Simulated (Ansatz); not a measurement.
# Fe wire along [100], 13 atoms a period: bands along the axis, part 2 of 2

Wanted: the relaxed geometry and the bands of the Fe wire along [100], 13 atoms a period.

Ansatz 0.2.0; DFT PBE, plane waves, PAW; relaxation of a wire's period; PAW set soft_1 (the session's first sound run).

So far: Set-up; Relaxation of atoms and period.

### 2. Relaxation of atoms and period (continued)

Relaxation path:

```csv
step,energy less that of the first step (eV),largest force component (eV/Å),pressure (GPa),volume (Å³)
1,0.0000,0.8650,-2.88,439.36
2,-0.4908,0.4140,-1.26,430.64
3,-0.6265,0.1822,0.47,425.32
4,-0.6413,0.0144,-0.09,427.65
5*,-0.6358,0.0141,-0.09,427.65
```

Relaxation steps marked * repeat the geometry before them on a plane-wave basis chosen anew for their cell, so energy and pressure can jump there.

The run keeps the 16 symmetry operations that it works with, so distortions that break them were not tested.

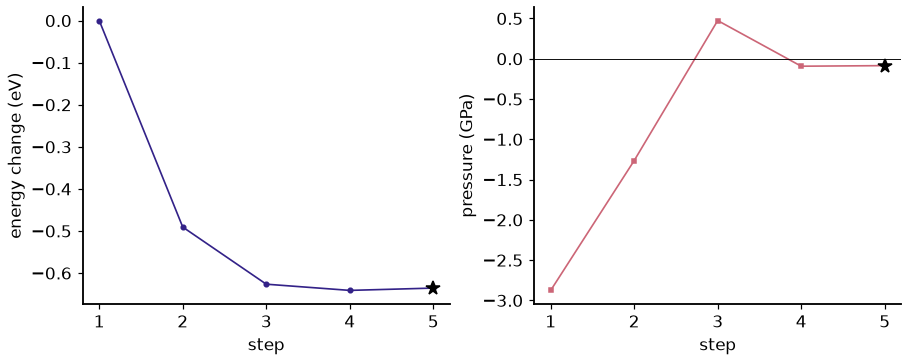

Energy and pressure along the relaxation. Stars mark steps on a basis chosen anew.

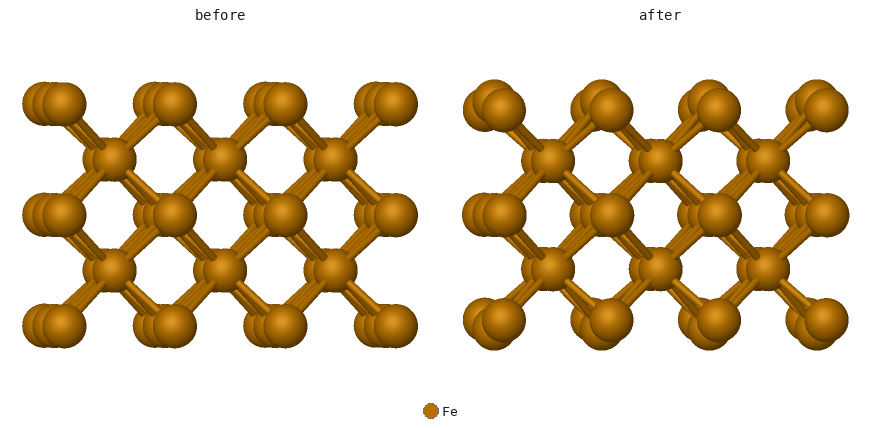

The structure before and after the relaxation, drawn at the same scale.

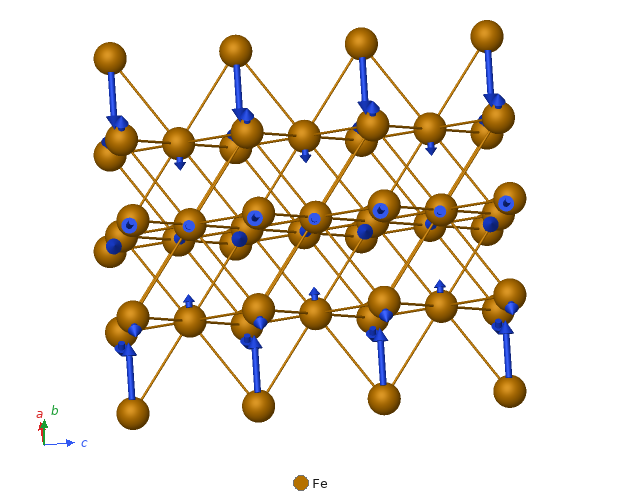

Displacements in the relaxation, exaggerated, measured against the changing cell; the longest in the cell stands for 0.22 Å. 1×1×3 cells are drawn. Some periodic images of atoms are drawn too.

```
cell as run  before  after  change
      c (Å)   2.830  2.755  -2.7 %
```

The atoms that moved most (Å, along periodic axes as changes of fractional coordinates times the final cell, across vacuum about the mean position):

| atom | dx | dy | dz | length |
| --- | --- | --- | --- | --- |
| Fe9 | -0.153 | -0.153 | 0.000 | 0.216 |
| Fe3 | 0.153 | -0.153 | 0.000 | 0.216 |
| Fe7 | -0.153 | 0.153 | 0.000 | 0.216 |
| Fe1 | 0.153 | 0.153 | 0.000 | 0.216 |
| Fe4 | 0.000 | -0.066 | 0.000 | 0.066 |
| Fe2 | -0.066 | 0.000 | 0.000 | 0.066 |
| Fe8 | 0.066 | 0.000 | 0.000 | 0.066 |
| Fe6 | 0.000 | 0.066 | 0.000 | 0.066 |

The relaxed structure:

```cif
data_structure
_symmetry_space_group_name_H-M 'P 1'
_symmetry_Int_Tables_number 1
_cell_length_a 12.4600
_cell_length_b 12.4600
_cell_length_c 2.7546
_cell_angle_alpha 90.000
_cell_angle_beta 90.000
_cell_angle_gamma 90.000
_cell_volume 427.65
loop_
_atom_site_label
_atom_site_type_symbol
_atom_site_fract_x
_atom_site_fract_y
_atom_site_fract_z
_atom_site_occupancy
Fe1 Fe 0.28512 0.28512 0.00000 1
Fe2 Fe 0.26755 0.50000 0.00000 1
Fe3 Fe 0.28512 0.71488 0.00000 1
Fe4 Fe 0.50000 0.26755 0.00000 1
Fe5 Fe 0.50000 0.50000 0.00000 1
Fe6 Fe 0.50000 0.73245 0.00000 1
Fe7 Fe 0.71488 0.28512 0.00000 1
Fe8 Fe 0.73245 0.50000 0.00000 1
Fe9 Fe 0.71488 0.71488 0.00000 1
Fe10 Fe 0.38933 0.38933 0.50000 1
Fe11 Fe 0.38933 0.61067 0.50000 1
Fe12 Fe 0.61067 0.38933 0.50000 1
Fe13 Fe 0.61067 0.61067 0.50000 1
```

Numbers from this step:

```
energy at zero smearing    : -58233.3860 eV
total moment               : 35.16 μB
absolute moment            : 36.40 μB
cell length along the wire : 2.755 Å
```

Site moment by atom:

```csv
atom,site moment (μB)
Fe1,2.82
Fe2,2.95
Fe3,2.82
Fe4,2.95
Fe5,2.08
Fe6,2.95
Fe7,2.82
Fe8,2.95
Fe9,2.82
Fe10,2.14
Fe11,2.14
Fe12,2.14
Fe13,2.14
```

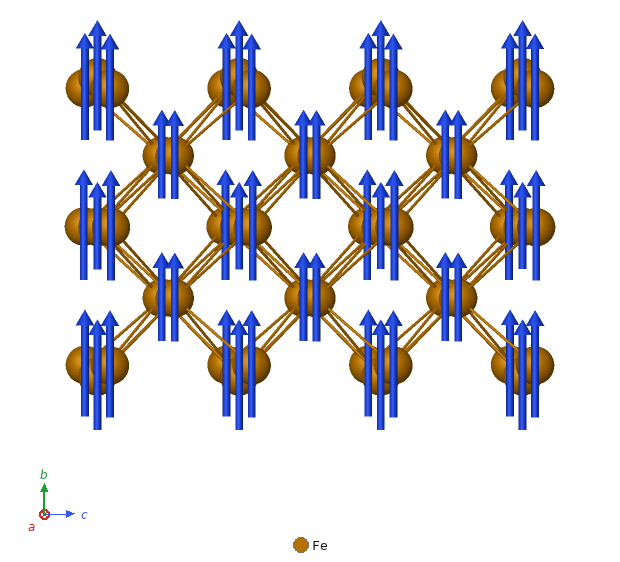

Site moment as arrows, the longest 2.95 μB. Up and down stand for the sign. Arrows give size and sign along the axis of quantisation, drawn up and down the page. 1×1×3 cells are drawn. Some periodic images of atoms are drawn too.

The cell's length comes to 2.755 Å with an absolute moment of 36.40 μB a cell.

### 3. Bands of the perfect wire

This step: DFT PBE, plane waves, PAW; bands of a perfect wire; PAW set soft_1 (Ansatz 0.2.0).

At the relaxed period the bands are computed along the axis; those that cross an energy going forward count the channels that a perfect wire would open there.

input.yaml reads:

```yaml
crystal:
  lattice:
    - [12.46, 0.0, 0.0]
    - [0.0, 12.46, 0.0]
    - [0.0, 0.0, 2.7545926329]
  atoms:
    - { symbol: Fe, position: [0.285115259, 0.285115259, 0.0], spin: 2.82 }
    - { symbol: Fe, position: [0.267547813, 0.5, 0.0], spin: 2.95 }
    - { symbol: Fe, position: [0.285115259, 0.714884741, 0.0], spin: 2.82 }
    - { symbol: Fe, position: [0.5, 0.267547813, 0.0], spin: 2.95 }
    - { symbol: Fe, position: [0.5, 0.5, 0.0], spin: 2.08 }
    - { symbol: Fe, position: [0.5, 0.732452187, 0.0], spin: 2.95 }
    - { symbol: Fe, position: [0.714884741, 0.285115259, 0.0], spin: 2.82 }
    - { symbol: Fe, position: [0.732452187, 0.5, 0.0], spin: 2.95 }
    - { symbol: Fe, position: [0.714884741, 0.714884741, 0.0], spin: 2.82 }
    - { symbol: Fe, position: [0.389330371, 0.389330371, 0.5], spin: 2.14 }
    - { symbol: Fe, position: [0.389330371, 0.610669629, 0.5], spin: 2.14 }
    - { symbol: Fe, position: [0.610669629, 0.389330371, 0.5], spin: 2.14 }
    - { symbol: Fe, position: [0.610669629, 0.610669629, 0.5], spin: 2.14 }
magnetization:
  spin_polarized: true
kpoints:
  mp_grid: { grid: [1, 1, 30] }
  band_path: { path: ["Γ", Z], npoints: 90 }
scf:
  occupations: { method: fermi_dirac, width: 0.05 }
hamiltonian:
  xc: pbe
  pseudopotentials: { kind: paw, azcp: { folder: soft_1 } }
output:
  dos: { e_range: [-5, 4] }
  write_potential: true
  write_density: true
  volumetric_format: npy
```

Launch:

```sh
$ ansatz run input.yaml --threads 4 --pin off --max-ram 16384MiB --backend cpu --events-out ev --progress --plain --runs-dir out
```

Numbers of over 12 decimals in the logs are rounded to 6 here.

The log of the run:

```text
[...]
Crystal: 13 atoms, lattice volume = 427.655 Å³
Basis set: ecut = 420 eV, 8409 PW (Γ)
Bands: 146, of which v1, the nominal top of the filled ones, is band 104 counted from 1 (103 counted from 0)
Symmetry: 16 space group operations
[...]
k-points: 16 of 30
[...]
Starting moments: Σ|m| = 33.72 μB on 13 of 13 sites
[...]
SCF iter   1: F=—  HF=-58230.598384 eV  |F-HF|=—  |Δ(HF+E_count)|=         —  Δρ=4.96e-2 (↑3.28e-2 ↓4.96e-2)  dr2=5.45e1  dr2_m=5.25e0  M=36.496 μB ∫|m|=36.719 μB  β_m=0.30  ethr=3.10e-3  ⟨swp⟩=7.9  Hψ=20983  notcnv=0  defer=234
[...]
SCF iter  14: F=-58233.444528 eV  HF=-58233.444528 eV  |F-HF|=2.17e-8  |Δ(HF+E_count)|=   5.76e-9  Δρ=1.63e-6 (↑8.96e-7 ↓1.63e-6)  dr2=2.26e-8  dr2_m=1.63e-9  M=35.215 μB ∫|m|=36.434 μB  ethr=3.12e-11  ⟨swp⟩=11.6  Hψ=23741  notcnv=0
SCF 1 converged in 14 iterations: F = -58233.444528 eV  dr2 = 2.26e-8
[...]
WARN: The output density's exchange-correlation potential varies sharply where the density is thin. Do not read a vacuum level from v_tot or v_xc, or from such a field of the output density. On a cell that repeats whose density bears no net charge and no dipole along the vacuum's axis use v_es (v_loc + v_h of the components); under efield.dipole_correction with no amplitude use v_es + v_field, which holds any externa [...]
NSCF: frozen V_eff on 91 k-points
SCF converged after 14 iterations
Magnetization: 35.2150 μB (121.6075 up, 86.3925 down)
Absolute magnetization: 36.4382 μB (∫|ρ↑−ρ↓|, with the PAW one-centre terms)
[...]
Per-site moments (μB) at R_I (Å): [(2.827157, 0.946888), (2.954454, 1.018880), (2.827157, 0.946888), (2.954454, 1.018880), (2.078036, 0.984823), (2.954454, 1.018880), (2.827157, 0.946888), (2.954454, 1.018880), (2.827157, 0.946888), (2.146002, 0.946888), (2.146002, 0.946888), (2.146002, 0.946888), (2.146002, 0.946888)]
Free energy (F): -58233.444528 eV
[...]
Internal energy: -58233.321847 eV  (E = F + TS)
E sigma→0 (E₀):  -58233.383188 eV
Entropy (-TS):   -0.122681 eV (-9.437 meV/atom)
Fermi energy:    4.176106 eV
[...]
--- Band table (eV; the first three rows and the last of 32) ---
  k-point 0 ↑: bands = [... 100 lower, 2.4144, 2.4452, 2.4545, 2.5569, 2.5569, 2.6379, 2.6379, 2.8038, ... 38 higher]
  k-point 1 ↑: bands = [... 100 lower, 2.4076, 2.4372, 2.4636, 2.5536, 2.5536, 2.6025, 2.6025, 2.8200, ... 38 higher]
  k-point 2 ↑: bands = [... 100 lower, 2.4360, 2.4435, 2.4815, 2.4815, 2.5150, 2.6398, 2.6398, 2.8555, ... 38 higher]
  k-point 15 ↓: bands = [... 100 lower, 5.6226, 5.6683, 5.6683, 5.7517, 5.7517, 5.7802, 5.8032, 5.8163, ... 38 higher]
```

Elapsed: 3.8 min, on 4 threads of Intel Xeon Platinum 8259CL at 2.50GHz (Skylake/Cascade Lake), shared host; peak memory 5 GiB; 14 min of CPU time.

Reading the cycles: dr2 is the Hartree energy of the density residual (eV), the measure of convergence; HF is the Harris–Foulkes estimate of the energy, which meets the free energy F at convergence.

This step gave:

- energy at zero smearing: -58233.3832 eV
- total moment: 35.21 μB
- absolute moment: 36.44 μB
- band gap: 0 eV

Between Γ and Z the bands cross the Fermi level 14 times, so a perfect wire would conduct at least 7 G₀, with an absolute moment of 36.44 μB a cell.

### 4. What came out

```
cell length, PBE                                            : 2.755 Å
absolute moment, PBE                                        : 36.4 μB
ballistic conductance by band crossings, a lower bound, PBE : 7 G₀
```

What this shows: Under PBE the cell's length is 2.75 Å, the absolute moment is 36.44 μB a cell, and the bands cross the Fermi level 14 times between Γ and Z, which gives a perfect wire at least 7 G₀ (opposite crossings within one step of the path cancel in such a count). In the perfect wire the moments were started parallel, and no opposed start was run. No search over magnetic orders was made; another may lie lower.

[Logs are printed without paths, hosts, clocks, repeated set-up lines and the standing remarks that a program may print on its own settings, such as how far it seeks lower states.]

[Hosts, paths, dates, database ids (printed as entryN), source tags and the programs' standing remarks are cut or masked in the printed files.]
